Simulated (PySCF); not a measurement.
# Rh (+3): ligand-field states

Aim: compute the ligand-field states of Rh (+3).

Programs: PySCF 2.14.0, with routines of our own; each step states its level. All values are computed. Atoms count from 0.

## Step 1: The starting structure

1 atom, charge 3, states of the metal's open shell are computed; geometry from: free ion.

## Step 2: Ligand-field states: state-averaged CASSCF

What the job is given:

```
{"job": {"kind": "lf", "basis": {"metal": "x2c-TZVPall", "ligand": "x2c-SVPall"}, "nevpt": true}, "charge": 3, "metal": "Rh", "open_shell": "d6"}
Rh     0.000000     0.000000     0.000000
```

Level: state-averaged CASSCF of the metal d shell, SC-NEVPT2 on the averaged canonical orbitals, state-interaction spin-orbit coupling.

Started as:

```bash
> OMP_NUM_THREADS=1 python lf_run.py task.json out
```

The driver reads the jobs from task.json and runs them one after another.

What it wrote:

```text
basis functions 63, electrons 42, active (6e, 5o)
stage 1: DIIS on the effective Fock matrix, level shift 0.30
cycle   1  E = -4776.3343505083  dE = -4.776e+03  max|g| = 4.423e+00
cycle   2  E = -4778.9239086544  dE = -2.590e+00  max|g| = 1.348e+00
cycle   3  E = -4779.1894121760  dE = -2.655e-01  max|g| = 4.388e-01
cycle   4  E = -4779.2163280893  dE = -2.692e-02  max|g| = 3.679e-02
cycle   5  E = -4779.2165998499  dE = -2.718e-04  max|g| = 3.711e-03
cycle   6  E = -4779.2166032096  dE = -3.360e-06  max|g| = 7.107e-04
cycle   7  E = -4779.2166033710  dE = -1.614e-07  max|g| = 1.029e-04
cycle   8  E = -4779.2166033763  dE = -5.307e-09  max|g| = 1.493e-05
cycle   9  E = -4779.2166033764  dE = -1.382e-10  max|g| = 2.545e-06
converged average energy = -4779.2166033764

 mult deg   label        CASSCF/cm-1   NEVPT2/cm-1
   5   5   5D                  0.0           0.0
   3  11   3H              19254.5       17927.0
   3   3   3P              21686.3       19029.9
   3   7   3F              22142.6       19920.8
   3   9   3G              24039.8       21948.7
   1  13   1I              28881.7       26939.9
   3   5   3D              30739.3       27501.7
   1   9   1G              30653.4       28280.4
   1   1   1S              35627.6       32501.2
   1   5   1D              37719.4       32935.9
   1   7   1F              43237.8       38452.4
   3   3   3P              51362.0       45597.1
   3   7   3F              50905.7       45834.2
   1   9   1G              57821.1       51992.2
   1   5   1D              77553.1       69361.7
   1   1   1S             100841.7       90606.2

spin-orbit levels / cm-1
      0.00  x9  5D 0.98
   1543.66  x7  5D 0.99
   2427.77  x5  5D 0.98
   3012.84  x3  5D 0.98
   3291.50  x1  5D 0.98
  18592.50  x5  3P 0.95
  18683.77  x13  3H 0.97
  18698.33  x9  3H 0.50 3F 0.25 3G 0.17
  19072.42  x11  3H 0.84 3G 0.16
```

Wall time 8.8 s (1 thread of AMD EPYC 7R43, shared host); peak memory 0.2 GiB.

From this job:

| quantity | value |
| --- | --- |
| spin-orbit constant ζ | 1386 cm⁻¹ |

Powder susceptibility:

| T (K) | χT (cm³ K/mol) | μ(eff) |
| --- | --- | --- |
| 2 | 5.605 | 6.70 |
| 5 | 5.605 | 6.70 |
| 10 | 5.606 | 6.70 |
| 20 | 5.607 | 6.70 |
| 30 | 5.608 | 6.70 |
| 50 | 5.610 | 6.70 |
| 75 | 5.613 | 6.70 |
| 100 | 5.616 | 6.70 |
| 150 | 5.621 | 6.71 |
| 200 | 5.627 | 6.71 |
| 250 | 5.632 | 6.71 |
| 300 | 5.637 | 6.71 |

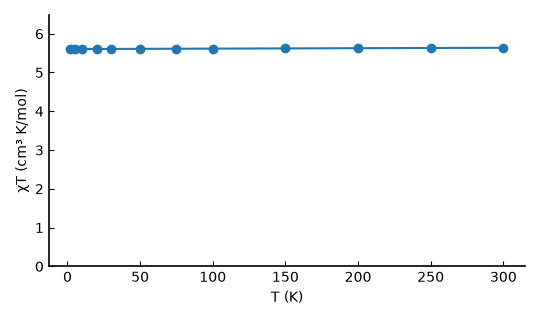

χT against temperature.

Orbitals, density, ELF and potential are computed afterwards from the orbital file.

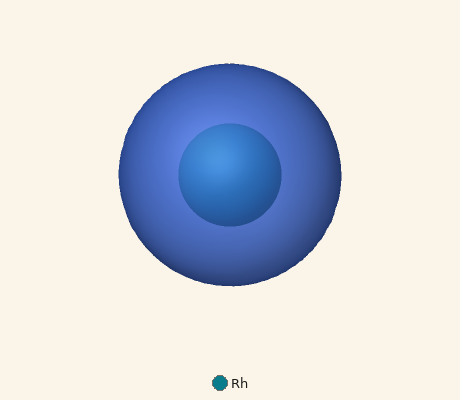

Spin density at ±0.08 e/Å³ (alpha excess blue, beta excess red).

In these pictures sticks join atoms by distance alone, so bonds to metals can be missing or extra.

## Step 3: Ligand-field states: state-averaged CASSCF (aux autoaux)

What the job is given:

```
{"job": {"kind": "lf", "basis": {"metal": "x2c-TZVPall", "ligand": "x2c-SVPall"}, "nevpt": true, "aux": "autoaux"}, "charge": 3, "metal": "Rh", "open_shell": "d6"}
Rh     0.000000     0.000000     0.000000
```

Level: state-averaged CASSCF of the metal d shell, SC-NEVPT2 on the averaged canonical orbitals, state-interaction spin-orbit coupling.

What it wrote:

```text
basis functions 63, electrons 42, active (6e, 5o)
stage 1: DIIS on the effective Fock matrix, level shift 0.30
cycle   1  E = -4776.3343505083  dE = -4.776e+03  max|g| = 4.423e+00
cycle   2  E = -4778.9239086544  dE = -2.590e+00  max|g| = 1.348e+00
cycle   3  E = -4779.1894121760  dE = -2.655e-01  max|g| = 4.388e-01
cycle   4  E = -4779.2163280893  dE = -2.692e-02  max|g| = 3.679e-02
cycle   5  E = -4779.2165998499  dE = -2.718e-04  max|g| = 3.711e-03
cycle   6  E = -4779.2166032096  dE = -3.360e-06  max|g| = 7.107e-04
cycle   7  E = -4779.2166033710  dE = -1.614e-07  max|g| = 1.029e-04
cycle   8  E = -4779.2166033763  dE = -5.307e-09  max|g| = 1.493e-05
cycle   9  E = -4779.2166033764  dE = -1.382e-10  max|g| = 2.545e-06
converged average energy = -4779.2166033764

 mult deg   label        CASSCF/cm-1   NEVPT2/cm-1
   5   5   5D                  0.0           0.0
   3  11   3H              19254.5       17927.0
   3   3   3P              21686.3       19029.9
   3   7   3F              22142.6       19920.8
   3   9   3G              24039.8       21948.7
   1  13   1I              28881.7       26939.9
   3   5   3D              30739.3       27501.7
   1   9   1G              30653.4       28280.4
   1   1   1S              35627.6       32501.2
   1   5   1D              37719.4       32935.9
   1   7   1F              43237.8       38452.4
   3   3   3P              51362.0       45597.1
   3   7   3F              50905.7       45834.2
   1   9   1G              57821.1       51992.2
   1   5   1D              77553.1       69361.7
   1   1   1S             100841.7       90606.2

spin-orbit levels / cm-1
      0.00  x9  5D 0.98
   1543.66  x7  5D 0.99
   2427.77  x5  5D 0.98
   3012.84  x3  5D 0.98
   3291.50  x1  5D 0.98
  18592.50  x5  3P 0.95
  18683.77  x13  3H 0.97
  18698.33  x9  3H 0.50 3F 0.25 3G 0.17
  19072.42  x11  3H 0.84 3G 0.16
```

Wall time 8.9 s (1 thread of AMD EPYC 7R43, shared host); peak memory 0.2 GiB.

Key values:

| quantity | value |
| --- | --- |
| spin-orbit constant ζ | 1386 cm⁻¹ |

Powder susceptibility:

| T (K) | χT (cm³ K/mol) | μ(eff) |
| --- | --- | --- |
| 2 | 5.605 | 6.70 |
| 20 | 5.607 | 6.70 |
| 100 | 5.616 | 6.70 |
| 300 | 5.637 | 6.71 |

## Step 4: Ligand-field states: state-averaged CASSCF (roots {'5': 999, '3': 0, '1': 0})

What the job is given:

```
{"job": {"kind": "lf", "basis": {"metal": "x2c-TZVPall", "ligand": "x2c-SVPall"}, "nevpt": true, "roots": {"5": 999, "3": 0, "1": 0}}, "charge": 3, "metal": "Rh", "open_shell": "d6"}
Rh     0.000000     0.000000     0.000000
```

Method: state-averaged CASSCF of the metal d shell, SC-NEVPT2 on the averaged canonical orbitals, state-interaction spin-orbit coupling.

What it wrote:

```text
basis functions 63, electrons 42, active (6e, 5o)
stage 1: DIIS on the effective Fock matrix, level shift 0.30
cycle   1  E = -4776.3343505083  dE = -4.776e+03  max|g| = 4.423e+00
cycle   2  E = -4778.9239086544  dE = -2.590e+00  max|g| = 1.348e+00
cycle   3  E = -4779.1894121760  dE = -2.655e-01  max|g| = 4.388e-01
cycle   4  E = -4779.2163280893  dE = -2.692e-02  max|g| = 3.679e-02
cycle   5  E = -4779.2165998499  dE = -2.718e-04  max|g| = 3.711e-03
cycle   6  E = -4779.2166032096  dE = -3.360e-06  max|g| = 7.107e-04
cycle   7  E = -4779.2166033710  dE = -1.614e-07  max|g| = 1.029e-04
cycle   8  E = -4779.2166033763  dE = -5.307e-09  max|g| = 1.493e-05
cycle   9  E = -4779.2166033764  dE = -1.382e-10  max|g| = 2.545e-06
converged average energy = -4779.2166033764

 mult deg   label        CASSCF/cm-1   NEVPT2/cm-1
   5   5   5D                  0.0           0.0

spin-orbit levels / cm-1
      0.00  x9  5D 1.00
   1386.27  x7  5D 1.00
   2425.97  x5  5D 1.00
   3119.11  x3  5D 1.00
   3465.67  x1  5D 1.00
```

Run time: 1.1 s. Hardware: 1 thread of AMD EPYC 7R43, shared host; peak memory 0.2 GiB.

In short:

| quantity | value |
| --- | --- |
| spin-orbit constant ζ | 1386 cm⁻¹ |

This run leaves out whole multiplicities, so its levels and magnetism hold for the complex only if the ground state is among those kept.

## Step 5: Ligand field across the series

From the NEVPT2 states (cm⁻¹; the spread is that of the fitted one-electron ligand-field levels):

| step | setting | ground state | next state | orbital spread | Racah B | ζ | μ(eff), 300 K |
| --- | --- | --- | --- | --- | --- | --- | --- |
| 2 | as given | 5D | 3H at 17927 | 0 | 840 | 1386 | 6.71 |
| 3 | aux autoaux | 5D | 3H at 17927 | 0 | 840 | 1386 | 6.71 |

## Step 6: Results

| quantity | value |
| --- | --- |
| spin-orbit constant ζ (step 2, state-averaged CASSCF) | 1386 cm⁻¹ |
| ground multiplicity, μ(eff) at 300 K (step 2, free ion) | 5, 6.71 μB |
| ground multiplicity, μ(eff) at 300 K (step 3, free ion) | 5, 6.71 μB |

What this shows: In step 2, χT goes from 5.60 at 2 K to 5.64 cm³ K/mol at 300 K: nearly flat, so one level governs the whole range.
